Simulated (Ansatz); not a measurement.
The calculation's input:

```
crystal:
  periodic: [false, false, false]
  atoms:
    - { symbol: Si, position_ang: [-1.4638, -0.5553, 0.2381] }
    - { symbol: C, position_ang: [0.061, 0.0246, -0.1228] }
    - { symbol: C, position_ang: [0.9724, 0.4019, -0.9337] }
    - { symbol: Br, position_ang: [1.7668, 0.7704, -2.4894] }
    - { symbol: C, position_ang: [1.349, 0.3814, 0.4419] }
    - { symbol: H, position_ang: [-2.238, 0.4708, 1.0885] }
    - { symbol: H, position_ang: [-2.2973, -0.6981, -0.9976] }
    - { symbol: H, position_ang: [-1.4584, -1.7897, 0.9427] }
    - { symbol: H, position_ang: [1.9794, -0.4001, 0.8493] }
    - { symbol: H, position_ang: [1.4121, 1.3429, 0.9858] }
basis:
  gaussian: { orbitals: def2-SVP }
hamiltonian:
  xc: lda
relax:
  f_tol: 0.02
  max_steps: 50
output:
  orbitals: {}
```

Launched as:

```sh
ansatz run input.yaml --threads 2 --pin off --max-ram 3072MiB --backend cpu --events-out ev --progress --plain --runs-dir out
```

The fields are those of the run's last geometry, not of the input's.

Computed with RKS LDA/def2-SVP (Ansatz 0.2.0).

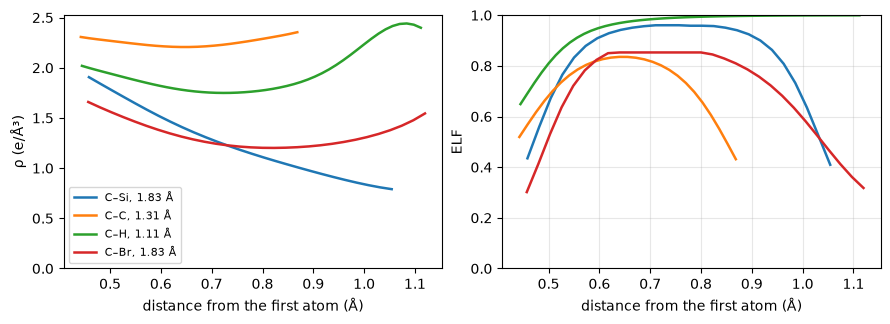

C3H5BrSi. Total electron density and ELF along straight lines between neighbouring atoms. The curves leave out the atomic cores.

Question: What kind of bonding do the profiles show?

Answer: C–Si (1.83 Å): ρ is about 0.94 e/Å³ halfway; the ELF peaks at about 0.95 between the atoms: a shared electron pair.
C–C (1.31 Å): ρ at the midpoint is about 2.2 e/Å³; the ELF peaks at about 0.85 between the atoms; a short, multiple covalent bond.
C–H (1.11 Å): ρ is about 1.9 e/Å³ halfway; the ELF climbs to about 1 towards the hydrogen, as it does in any bond to H: an ordinary covalent bond to hydrogen.
C–Br (1.83 Å): ρ is about 1.2 e/Å³ halfway; the ELF peaks at about 0.85 between the atoms (a covalent bond).
